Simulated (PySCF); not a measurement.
# WH (charge +1, quintet): what the fields show

```yaml
atoms:
  - { symbol: H, position_ang: [0.0000, 0.0000, -1.6858] }
  - { symbol: W, position_ang: [0.0000, 0.0000, 0.0092] }
```

Core potentials replace the inner electrons of W.

All numbers below come from PBE0/def2-TZVPPD, non-relativistic Hamiltonian with scalar-relativistic core potentials where named, at a bond length of 1.695 Å in PySCF.

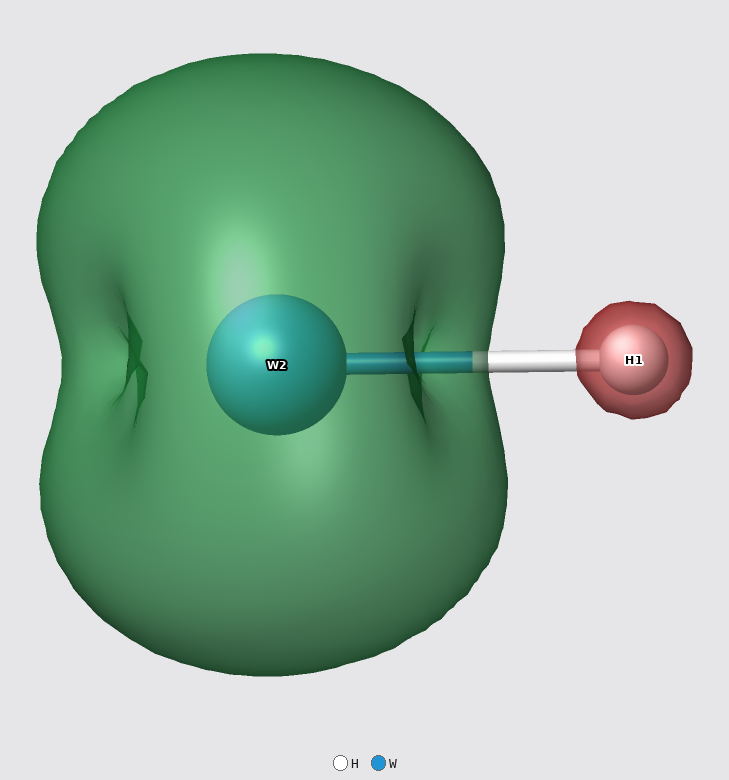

Figure 1. Isosurfaces of the spin density at +0.1 (green) and −0.1 e/Å³ (red), seen from one side.

Q: Describe the spin distribution.

A: The unpaired spin (4 electrons) lies mostly on W2 (about 4.0), in electrons by Hirshfeld's partition.

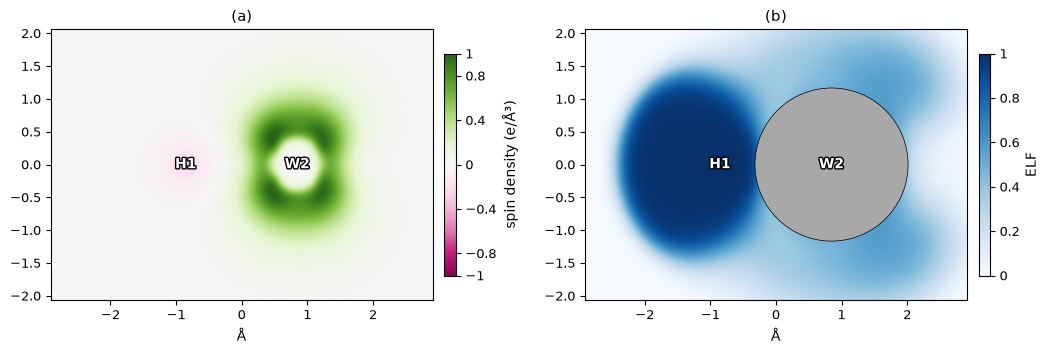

Figure 2. (a) spin density (α minus β); (b) ELF on a plane that holds the molecular axis. Grey discs cover the atomic cores in the ELF map.

Q: Describe what can be read from this map.

A: The section cuts through H and W sites. W–H (1.69 Å): the ELF climbs to about 1 towards the hydrogen.

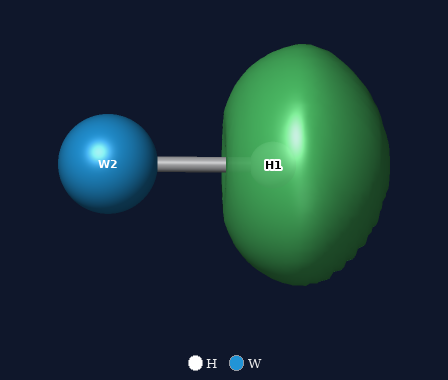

Figure 3. Isosurface of the electron localisation function at 0.75 (green), seen from one side. Only the valence region is drawn (cores and ρ < 0.01 e/Å³ removed).

Q: What do the ELF domains correspond to?

A: The surface consists of one region around a hydrogen nucleus. Profiles from the grid: W–H (1.69 Å): the ELF climbs to about 1 towards the hydrogen.
